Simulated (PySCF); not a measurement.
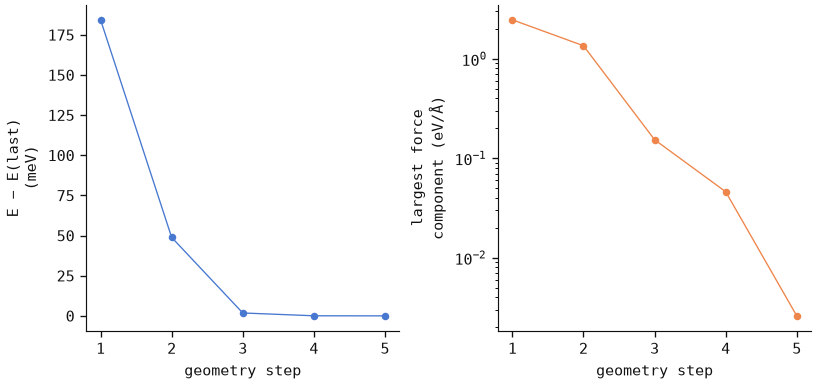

History of a geometry optimisation. The start has point group C3v, which is kept. A held symmetry can leave a saddle point.

TcO3 molecule, multiplicity 2; UKS-based PBE0, Tc def2-TZVP with ECP28, O def2-TZVP; non-relativistic Hamiltonian with scalar-relativistic core potentials; density fitting in PySCF 2.14.0.

Question: How did the optimisation end?

Answer: The optimisation met its thresholds at geometry 5, counting the start as the first. The energy fell by about 180 meV from the first step to the last. The largest force component goes from about 2.5 eV/Å at the start to 2.6 × 10⁻³ eV/Å at the end.
